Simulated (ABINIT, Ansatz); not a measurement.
# CsPbCl3 (Pm-3m): G0W0 on several meshes in ABINIT

Wanted: mesh dependence and cost of G0W0 for CsPbCl3 (Pm-3m).

Program: ABINIT 10.8.3. Level of theory: PBE and many-body steps on it, plane waves. Results are calculated unless marked as measured.

### Step 1. The structure

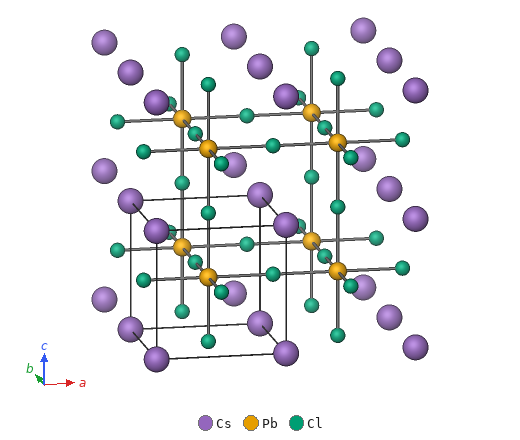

Start, viewed slightly off an axis; caesium purple, lead orange, chlorine teal. 2×2×2 cells are drawn. Some periodic images of atoms are drawn too.

The cell and positions come from the Crystallography Open Database and are kept as given unless a step says otherwise. Spin-orbit coupling is left out unless a step names it.

### Step 2. Empty states on the mesh, 2×2×2 mesh, 605 bands

This step: ABINIT 10.8.3; DFT, PBE, plane waves, norm-conserving pseudopotentials.

The sums over transitions need many empty states on a uniform mesh; this step solves for them.

run.abi reads:

```
acell 3*1.0 Angstrom
rprim 
  5.605000000000 0.000000000000 0.000000000000
  0.000000000000 5.605000000000 0.000000000000
  0.000000000000 0.000000000000 5.605000000000
ntypat 3
znucl 55 82 17
natom 5
typat 1 2 3 3 3
xred 
  0.000000000000 0.000000000000 0.000000000000
  0.500000000000 0.500000000000 0.500000000000
  0.500000000000 0.500000000000 0.000000000000
  0.000000000000 0.500000000000 0.500000000000
  0.500000000000 0.000000000000 0.500000000000
pp_dirpath "pseudos"
pseudos "Cs.upf, Pb.upf, Cl.upf"
ecut 32
ngkpt 2 2 2
nshiftk 1
shiftk 0 0 0
kptopt 1
chksymbreak 0
iscf -2
irdden 1
istwfk *1
nband 605
nbdbuf 54
tolwfr 1e-09
nstep 60
prtvol 0
indata_prefix "in"
outdata_prefix "out"
tmpdata_prefix "tmp"
```

The run is started by

```
$ OMP_NUM_THREADS=1 mpirun -n 4 abinit run.abi > log
```

Numbers of over 12 decimals in the logs are rounded to 6 here.

Output:

```text
.Version 10.8.3 of ABINIT. v10.8.2 released Aug 2026.

 Symmetries : space group Pm -3 m (#221); Bravais cP (primitive cubic)
[... echo of the input left out ...]
== DATASET  1 ==================================================================
-   mpi_nproc: 4, omp_nthreads: 1 (-1 if OMP is not activated)

--- !DatasetInfo
iteration_state: {dtset: 1, }
dimensions: {natom: 5, nkpt: 4, mband: 605, nsppol: 1, nspinor: 1, nspden: 1, mpw: 10280, }
cutoff_energies: {ecut:  32.0, pawecutdg:  -1.0, }
[...]
4.44309    4.45206    4.45908    4.45909    4.45909    4.46335    4.48515    4.48528
   4.48538    4.50265    4.50319    4.50784    4.51625    4.51682    4.51710    4.51966
   4.52031    4.52253    4.54218    4.54479    4.54835
 prteigrs : prtvol=0 or 1, do not print more k-points.

== END DATASET(S) ==============================================================
================================================================================

 -outvars: echo values of variables after computation  --------
            nband         605
             nkpt           4
          spgroup         221
 [... the other variables as echoed above ...]

 Calculation completed.
```

It took 16 min on 4 MPI ranks of Arm Neoverse N1, shared host; peak memory 0.99 GiB; 64 min of CPU time.

Numbers from this step:

```
gap                                                           : 1.932 eV
k of the valence top                                          : 0.5, 0.5, 0.5
k of the conduction bottom                                    : 0.5, 0.5, 0.5
least direct gap                                              : 1.932 eV
k points computed                                             : 4
lowest point of the top converged band, above the valence top : 111.6159 eV
```

On this mesh the gap is 1.932 eV.

The density comes from a self-consistent run that is not shown.

### Step 3. Screening, 2×2×2 mesh, 240 bands, screening to 141.5 eV

The RPA dielectric matrix is built and inverted for each q.

This step: RPA screening on PBE, plane waves, norm-conserving pseudopotentials.

run.abi, as its differences from that of step 2:

```diff
@@ -23,10 +23,11 @@
 chksymbreak 0
-iscf -2
-irdden 1
 istwfk *1
-nband 605
-nbdbuf 54
-tolwfr 1e-09
-nstep 60
-prtvol 0
+occopt 1
+irdwfk 1
+optdriver 3
+nband 240
+ecuteps 5.2
+inclvkb 2
+awtr 1
+symchi 1
 indata_prefix "in"
```

Output:

```text
.Version 10.8.3 of ABINIT. v10.8.2 released Aug 2026.

 Symmetries : space group Pm -3 m (#221); Bravais cP (primitive cubic)
[... echo of the input left out ...]
== DATASET  1 ==================================================================
-   mpi_nproc: 4, omp_nthreads: 1 (-1 if OMP is not activated)

--- !DatasetInfo
iteration_state: {dtset: 1, }
dimensions: {natom: 5, nkpt: 4, mband: 240, nsppol: 1, nspinor: 1, nspden: 1, mpw: 10280, }
cutoff_energies: {ecut:  32.0, pawecutdg:  -1.0, }
electrons: {nelect:   5.20000000E+01, charge:   0.00000000E+00, occopt:   1.00000000E+00, tsmear:   1.00000000E-02, }

 SCREENING: Calculation of the susceptibility and dielectric matrices

 Based on a program developped by R.W. Godby, V. Olevano, G. Onida, and L. Reining.
 Incorporated in ABINIT by V. Olevano, G.-M. Rignanese, and M. Torrent.
.Using double precision arithmetic ; gwpc =  8

[... cell and pseudopotentials left out ...]
--------------------------------------------------------------------------------

 ==== K-mesh for the wavefunctions ====
 Number of points in the irreducible wedge :     4
[... list of points left out ...]
 Together with 48 symmetry operations and time-reversal symmetry
 yields     8 points in the full Brillouin Zone.

 ==== Q-mesh for the screening function ====
 Number of points in the irreducible wedge :     4
[... list of points left out ...]
 Together with 48 symmetry operations and time-reversal symmetry
 yields     8 points in the full Brillouin Zone.

 setmesh: FFT mesh size selected  =    40x   40x   40
          total number of points  =        64000

 vcoul_init : cutoff-mode = AUXILIARY_FUNCTION
 q-points for optical limit:   1
     1)      0.000010    0.000020    0.000030

- screening: taking advantage of time-reversal symmetry
- Maximum band index for partially occupied states nbvw = 26
- Remaining bands to be divided among processors   nbcw = 214
- Number of bands treated by each node ~53

 Number of electrons calculated from density =   52.0000; Expected =   52.0000
 average of density, n =  0.043760
 r_s =    1.7604
 omega_plasma =   20.1788 [eV]

 calculating chi0 at frequencies [eV] :
  1    0.000000E+00    0.000000E+00
  2    0.000000E+00    2.017881E+01

--------------------------------------------------------------------------------
  q-point number  1        q = ( 0.000000, 0.000000, 0.000000) [r.l.u.]
--------------------------------------------------------------------------------
[... chi0 elements left out ...]
 For q-point:  0.000010 0.000020 0.000030
  dielectric constant =   7.2238
  dielectric constant without local fields =   8.2198

  Average fulfillment of the sum rule on Im[epsilon] for q-point    1 :     72.24  [%]
[... wings left out ...]
  q-point number  2        q = ( 0.500000, 0.000000, 0.000000) [r.l.u.]
--------------------------------------------------------------------------------
[... chi0 elements left out ...]
  Average fulfillment of the sum rule on Im[epsilon] for q-point    2 :     77.65  [%]

 [... 2 further q-points ...]
```

Elapsed: 3.2 min, on 4 MPI ranks; peak memory 2.3 GiB; 13 min of CPU time.

Numbers from this step:

```
ε∞ with local fields, on this mesh, along the program's q direction : 7.224
the same without local fields                                       : 8.220
plasma frequency                                                    : 20.18 eV
plane waves in the screening matrix                                 : 691
```

Local fields lower ε∞ by 12 %. On a Γ-centred mesh this coarse the value itself is usually too large, while a short band sum pulls it down.

### Step 4. 2×2×2

The self-energy is evaluated for the states that the input lists, and the levels follow from it, in one-shot runs by the linearised quasiparticle equation.

This step: G0W0 on PBE, plane waves, norm-conserving pseudopotentials.

run.abi, as its differences from that of step 3:

```diff
@@ -26,8 +26,17 @@
 irdwfk 1
-optdriver 3
+optdriver 4
 nband 240
+gwcalctyp 0
+ecutsigx 32
+symsigma 1
+nkptgw 2
+kptgw 
+  0.5000000000 0.5000000000 0.5000000000
+  0.0000000000 0.0000000000 0.0000000000
+bdgw 
+  23 29
+  24 29
 ecuteps 5.2
-inclvkb 2
-awtr 1
-symchi 1
+irdscr 1
+ppmodel 1
 indata_prefix "in"
```

Output:

```text
.Version 10.8.3 of ABINIT. v10.8.2 released Aug 2026.

 Symmetries : space group Pm -3 m (#221); Bravais cP (primitive cubic)
[... echo of the input left out ...]
== DATASET  1 ==================================================================
-   mpi_nproc: 4, omp_nthreads: 1 (-1 if OMP is not activated)

--- !DatasetInfo
iteration_state: {dtset: 1, }
dimensions: {natom: 5, nkpt: 4, mband: 240, nsppol: 1, nspinor: 1, nspden: 1, mpw: 10280, }
cutoff_energies: {ecut:  32.0, pawecutdg:  -1.0, }
electrons: {nelect:   5.20000000E+01, charge:   0.00000000E+00, occopt:   1.00000000E+00, tsmear:   1.00000000E-02, }

 SIGMA: Calculation of the GW corrections

 Based on a program developped by R.W. Godby, V. Olevano, G. Onida, and L. Reining.
 Incorporated in ABINIT by V. Olevano, G.-M. Rignanese, and M. Torrent.
.Using double precision arithmetic ; gwpc =  8

[... cell and pseudopotentials left out ...]
--------------------------------------------------------------------------------

 ==== K-mesh for the wavefunctions ====
 Number of points in the irreducible wedge :     4
[... list of points left out ...]
 Together with 48 symmetry operations and time-reversal symmetry
 yields     8 points in the full Brillouin Zone.

 ==== Q-mesh for screening function ====
 Number of points in the irreducible wedge :     4
[... list of points left out ...]
 Together with 48 symmetry operations and time-reversal symmetry
 yields     8 points in the full Brillouin Zone.

 vcoul_init : cutoff-mode = AUXILIARY_FUNCTION
 q-points for optical limit:   1
     1)      0.000010    0.000020    0.000030
 setmesh: FFT mesh size selected  =    54x   54x   54
          total number of points  =       157464

 Number of electrons calculated from density =   52.0000; Expected =   52.0000
 average of density, n =  0.043760
 r_s =    1.7604
 omega_plasma =   20.1788 [eV]

 === KS Band Gaps ===
  >>>> For spin  1
   Minimum direct gap =   1.9318 [eV], located at k-point      :   0.5000  0.5000  0.5000
   Fundamental gap    =   1.9318 [eV], Top of valence bands at :   0.5000  0.5000  0.5000
                                       Bottom of conduction at :   0.5000  0.5000  0.5000
 SIGMA fundamental parameters:
 PLASMON POLE MODEL  1
 number of plane-waves for SigmaX                10251
 number of plane-waves for SigmaC and W            691
 number of plane-waves for wavefunctions         10251
 number of bands                                   240
 number of independent spin polarizations            1
 number of spinorial components                      1
 number of k-points in IBZ                           4
 number of q-points in IBZ                           4
 number of symmetry operations                      48
 number of k-points in BZ                            8
 number of q-points in BZ                            8
 number of frequencies for dSigma/dE                 9
 frequency step for dSigma/dE [eV]                0.25
 number of omega for Sigma on real axis              0
 max omega for Sigma on real axis  [eV]           0.00
 zcut for avoiding poles [eV]                     0.10

 EPSILON^-1 parameters (SCR file):
 dimension of the eps^-1 matrix on file            691
 dimension of the eps^-1 matrix used               691
 number of plane-waves for wavefunctions         10251
 number of bands                                   240
 number of q-points in IBZ                           4
 number of frequencies                               2
 number of real frequencies                          1
 number of imag frequencies                          1

 matrix elements of self-energy operator (all in [eV])

 Perturbative Calculation

--- !SelfEnergy_ee
iteration_state: {dtset: 1, }
kpoint     : [   0.500,    0.500,    0.500, ]
spin       : 1
KS_gap     :    1.932
QP_gap     :    3.212
Delta_QP_KS:    1.280
data: !SigmaeeData |
     Band     E0 <VxcDFT>   SigX SigC(E0)      Z dSigC/dE  Sig(E)    E-E0       E
       23   0.573 -14.257 -18.504   2.908   0.772  -0.296 -15.290  -1.033  -0.460
       24   0.573 -14.257 -18.504   2.908   0.772  -0.296 -15.290  -1.033  -0.460
       25   0.573 -14.257 -18.504   2.908   0.772  -0.296 -15.290  -1.033  -0.460
       26   2.787 -15.725 -17.975   1.562   0.792  -0.263 -16.270  -0.545   2.243
       27   4.719 -10.379  -6.296  -3.188   0.821  -0.217  -9.644   0.736   5.455
       28   4.719 -10.379  -6.296  -3.188   0.821  -0.217  -9.644   0.736   5.455
[...]
--- !SelfEnergy_ee
iteration_state: {dtset: 1, }
kpoint     : [   0.000,    0.000,    0.000, ]
spin       : 1
KS_gap     :    5.879
QP_gap     :    7.175
Delta_QP_KS:    1.296
data: !SigmaeeData |
     Band     E0 <VxcDFT>   SigX SigC(E0)      Z dSigC/dE  Sig(E)    E-E0       E
[...]
27   6.131  -6.348  -2.686  -3.347   0.843  -0.187  -6.083   0.265   6.396
       28   7.070  -6.633  -2.878  -3.243   0.843  -0.186  -6.201   0.432   7.502
       29   7.070  -6.633  -2.878  -3.243   0.843  -0.186  -6.201   0.432   7.502

== END DATASET(S) ==============================================================
================================================================================

 -outvars: echo values of variables after computation  --------
           etotal      0.0000000000E+00
            nband         240
             nkpt           4
          spgroup         221
 [... the other variables as echoed above ...]

 Calculation completed.
```

It took 2.2 min on 4 MPI ranks; peak memory 2.2 GiB; 8.8 min of CPU time.

Numbers from this step:

```yaml
g0w0_gap_on_the_points_computed: 3.212 eV
starting_gap_on_the_mesh: 1.932 eV
k_of_the_valence_top: 0.5, 0.5, 0.5
k_of_the_conduction_bottom: 0.5, 0.5, 0.5
z_at_the_valence_top: 0.792
z_at_the_conduction_bottom: 0.821
least_direct_g0w0_gap_on_the_computed_points: 3.212 eV
```

The gap on the mesh goes from 1.93 eV to 3.21 eV, a correction of +1.28 eV.

### Step 5. Empty states on the mesh, 4×4×4 mesh, 264 bands

This step: DFT, PBE, plane waves, norm-conserving pseudopotentials.

run.abi, as its differences from that of step 4:

```diff
@@ -18,3 +18,3 @@
 ecut 32
-ngkpt 2 2 2
+ngkpt 4 4 4
 nshiftk 1
@@ -23,20 +23,10 @@
 chksymbreak 0
+iscf -2
+irdden 1
 istwfk *1
-occopt 1
-irdwfk 1
-optdriver 4
-nband 240
-gwcalctyp 0
-ecutsigx 32
-symsigma 1
-nkptgw 2
-kptgw 
-  0.5000000000 0.5000000000 0.5000000000
-  0.0000000000 0.0000000000 0.0000000000
-bdgw 
-  23 29
-  24 29
-ecuteps 5.2
-irdscr 1
-ppmodel 1
+nband 264
+nbdbuf 24
+tolwfr 1e-09
+nstep 60
+prtvol 0
 indata_prefix "in"
```

Output:

```text
.Version 10.8.3 of ABINIT. v10.8.2 released Aug 2026.

 Symmetries : space group Pm -3 m (#221); Bravais cP (primitive cubic)
[... echo of the input left out ...]
== DATASET  1 ==================================================================
-   mpi_nproc: 4, omp_nthreads: 1 (-1 if OMP is not activated)

--- !DatasetInfo
iteration_state: {dtset: 1, }
dimensions: {natom: 5, nkpt: 10, mband: 264, nsppol: 1, nspinor: 1, nspden: 1, mpw: 10315, }
cutoff_energies: {ecut:  32.0, pawecutdg:  -1.0, }
[...]
2.33660    2.34082    2.34082    2.34082    2.34897    2.34897    2.34897    2.35024
   2.35024    2.36402    2.36402    2.36679    2.41336    2.41337    2.41338    2.45800
 prteigrs : prtvol=0 or 1, do not print more k-points.

== END DATASET(S) ==============================================================
================================================================================

 -outvars: echo values of variables after computation  --------
            nband         264
             nkpt          10
          spgroup         221
 [... the other variables as echoed above ...]

 Calculation completed.
```

Elapsed: 12 min, on 4 MPI ranks; peak memory 0.75 GiB; 47 min of CPU time.

Numbers from this step:

- gap: 1.932 eV
- k of the valence top: 0.5, 0.5, 0.5
- k of the conduction bottom: 0.5, 0.5, 0.5
- least direct gap: 1.932 eV
- k points computed: 10
- lowest point of the top converged band, above the valence top: 58.9540 eV

On this mesh the gap is 1.932 eV.

### Step 6. Screening, 4×4×4 mesh, 240 bands, screening to 141.5 eV

This step: RPA screening on PBE, plane waves, norm-conserving pseudopotentials.

run.abi, as its differences from that of step 5:

```diff
@@ -23,10 +23,11 @@
 chksymbreak 0
-iscf -2
-irdden 1
 istwfk *1
-nband 264
-nbdbuf 24
-tolwfr 1e-09
-nstep 60
-prtvol 0
+occopt 1
+irdwfk 1
+optdriver 3
+nband 240
+ecuteps 5.2
+inclvkb 2
+awtr 1
+symchi 1
 indata_prefix "in"
```

Output:

```text
.Version 10.8.3 of ABINIT. v10.8.2 released Aug 2026.

 Symmetries : space group Pm -3 m (#221); Bravais cP (primitive cubic)
[... echo of the input left out ...]
== DATASET  1 ==================================================================
-   mpi_nproc: 4, omp_nthreads: 1 (-1 if OMP is not activated)

--- !DatasetInfo
iteration_state: {dtset: 1, }
dimensions: {natom: 5, nkpt: 10, mband: 240, nsppol: 1, nspinor: 1, nspden: 1, mpw: 10315, }
cutoff_energies: {ecut:  32.0, pawecutdg:  -1.0, }
electrons: {nelect:   5.20000000E+01, charge:   0.00000000E+00, occopt:   1.00000000E+00, tsmear:   1.00000000E-02, }

 SCREENING: Calculation of the susceptibility and dielectric matrices

 Based on a program developped by R.W. Godby, V. Olevano, G. Onida, and L. Reining.
 Incorporated in ABINIT by V. Olevano, G.-M. Rignanese, and M. Torrent.
.Using double precision arithmetic ; gwpc =  8

[... cell and pseudopotentials left out ...]
--------------------------------------------------------------------------------

 ==== K-mesh for the wavefunctions ====
 Number of points in the irreducible wedge :    10
[... list of points left out ...]
 Together with 48 symmetry operations and time-reversal symmetry
 yields    64 points in the full Brillouin Zone.

 ==== Q-mesh for the screening function ====
 Number of points in the irreducible wedge :    10
[... list of points left out ...]
 Together with 48 symmetry operations and time-reversal symmetry
 yields    64 points in the full Brillouin Zone.

 setmesh: FFT mesh size selected  =    40x   40x   40
          total number of points  =        64000

 vcoul_init : cutoff-mode = AUXILIARY_FUNCTION
 q-points for optical limit:   1
     1)      0.000010    0.000020    0.000030

- screening: taking advantage of time-reversal symmetry
- Maximum band index for partially occupied states nbvw = 26
- Remaining bands to be divided among processors   nbcw = 214
- Number of bands treated by each node ~53

 Number of electrons calculated from density =   52.0000; Expected =   52.0000
 average of density, n =  0.043760
 r_s =    1.7604
 omega_plasma =   20.1788 [eV]

 calculating chi0 at frequencies [eV] :
  1    0.000000E+00    0.000000E+00
  2    0.000000E+00    2.017881E+01

--------------------------------------------------------------------------------
  q-point number  1        q = ( 0.000000, 0.000000, 0.000000) [r.l.u.]
--------------------------------------------------------------------------------
[... chi0 elements left out ...]
 For q-point:  0.000010 0.000020 0.000030
  dielectric constant =   4.3358
  dielectric constant without local fields =   4.9658

  Average fulfillment of the sum rule on Im[epsilon] for q-point    1 :     72.31  [%]
[... wings left out ...]
  q-point number  2        q = ( 0.250000, 0.000000, 0.000000) [r.l.u.]
--------------------------------------------------------------------------------
[... chi0 elements left out ...]
  Average fulfillment of the sum rule on Im[epsilon] for q-point    2 :     82.17  [%]

 [... 8 further q-points ...]
```

Wall time 27 min (4 MPI ranks); peak memory 4.5 GiB.

This step gave:

| Item | Value |
| --- | --- |
| ε∞ with local fields, on this mesh, along the program's q direction | 4.336 |
| the same without local fields | 4.966 |
| plasma frequency | 20.18 eV |
| plane waves in the screening matrix | 691 |

(Part 1 of 2 ends here.)

[Paths, hosts, dates, memory and timing lines, banners, echoed tables and standing remarks are left out of the program output.]

[Logs are printed without paths, hosts, clocks, repeated set-up lines and the standing remarks that a program may print on its own settings, such as how far it seeks lower states.]

[Runs of the session that timed out or met a known fault of the program may be left out.]

[Hosts, paths, dates, database ids (printed as entryN), source tags and the programs' standing remarks are cut or masked in the printed files.]

[G0W0 gaps are taken among the corrected bands and points alone; a level outside them can change the order at an edge.]

[Where Ansatz stands beside ABINIT at settings called matched, ABINIT's density can come from a denser mesh and the files from another edition; pairs whose starting gaps differed by over 0.03 eV were left out, so agreement reads better than it is.]
